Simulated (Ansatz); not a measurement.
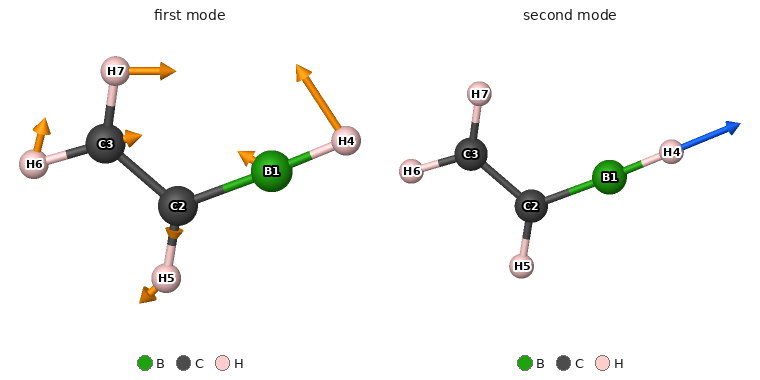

The system is C2H4B, charge +1; the picture shows the reference structure; its two panels give the patterns of the first and the second mode as arrows. First axis: normal mode 1 (248 cm⁻¹). Second axis: normal mode 12 (2958 cm⁻¹). Nothing is relaxed (straight displacements along the two mass-weighted modes). The grid has 15 × 15 points. Points are written as (first, second). Energies: kJ/mol, counted from the lowest grid point. Theory: RHF/def2-TZVP in Ansatz.

Its coordinates:

```xyz
7

B    -0.9580   -0.2700   -0.9752
C    -0.1681    0.5286   -0.0605
C     0.7421   -0.1230    0.6915
H    -1.5734   -0.9460   -1.6981
H    -0.2991    1.5944    0.0183
H     1.3648    0.4028    1.3933
H     0.8917   -1.1868    0.6308
```

Range: normal mode 1 (248 cm⁻¹) from −0.891 to 0.891 amu½·Å; normal mode 12 (2958 cm⁻¹) from −0.193 to 0.193 amu½·Å.

What landscape does the calculation give?

The lowest grid point is at (0.000 amu½·Å, 0.000 amu½·Å). It is the only kind of minimum in the scanned range. The highest grid point, (0.000 amu½·Å, −0.193 amu½·Å), lies 81.3 kJ/mol above the lowest.

```tsv
second ↓, first →	−0.891	−0.764	−0.636	−0.509	−0.382	−0.255	−0.127	0.000	0.127	0.255	0.382	0.509	0.636	0.764	0.891
0.193	70.0	62.3	56.1	51.2	47.5	45.0	43.5	43.1	43.5	45.0	47.4	50.8	55.2	60.8	67.7
0.166	59.2	51.7	45.6	40.8	37.3	34.8	33.4	32.9	33.4	34.8	37.1	40.3	44.7	50.1	56.8
0.138	49.2	41.8	35.9	31.3	27.9	25.6	24.2	23.8	24.2	25.5	27.7	30.9	35.0	40.3	46.8
0.110	40.0	33.0	27.3	23.0	19.8	17.6	16.3	15.9	16.3	17.5	19.5	22.5	26.4	31.4	37.6
0.083	31.9	25.2	19.9	15.8	12.9	10.9	9.7	9.3	9.7	10.8	12.6	15.3	18.9	23.6	29.5
0.055	24.9	18.6	13.8	10.1	7.4	5.7	4.7	4.3	4.6	5.6	7.2	9.5	12.8	17.0	22.5
0.028	19.2	13.5	9.2	6.0	3.7	2.2	1.4	1.1	1.4	2.1	3.4	5.4	8.2	11.9	16.8
0.000	15.1	10.0	6.3	3.7	1.9	0.8	0.2	0.0	0.2	0.7	1.7	3.1	5.3	8.4	12.6
−0.028	12.6	8.4	5.5	3.5	2.3	1.7	1.3	1.2	1.3	1.6	2.1	3.0	4.5	6.8	10.2
−0.055	12.1	8.9	6.9	5.8	5.3	5.2	5.2	5.2	5.2	5.1	5.1	5.3	5.9	7.3	9.7
−0.083	13.7	11.8	10.9	10.9	11.2	11.7	12.1	12.2	12.1	11.6	11.0	10.3	10.0	10.2	11.4
−0.110	17.9	17.4	17.9	19.0	20.4	21.6	22.5	22.8	22.5	21.6	20.2	18.5	16.9	15.8	15.5
−0.138	24.7	26.0	28.1	30.7	33.3	35.5	36.9	37.4	36.9	35.4	33.1	30.2	27.2	24.4	22.4
−0.166	34.8	38.1	42.2	46.5	50.6	53.8	56.0	56.7	56.0	53.8	50.4	46.0	41.3	36.6	32.5
−0.193	48.3	54.1	60.5	66.9	72.7	77.3	80.3	81.3	80.3	77.3	72.6	66.5	59.6	52.6	46.1
```

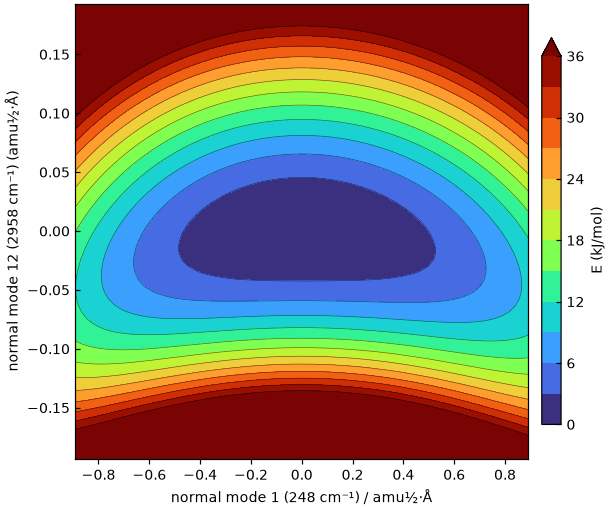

Drawn: filled contours, one colour for all values above the top of the scale. Between grid points the surface is interpolated.

Each point was launched as `ansatz run input.yaml --threads 1 --pin off --max-ram 2560MiB --backend cpu --events-out ev --progress --plain --runs-dir out`. The whole map (225 points run) took 8.2 min on 1 thread of Intel(R) Xeon(R) Processor @ 2.70GHz, with other jobs on the host.
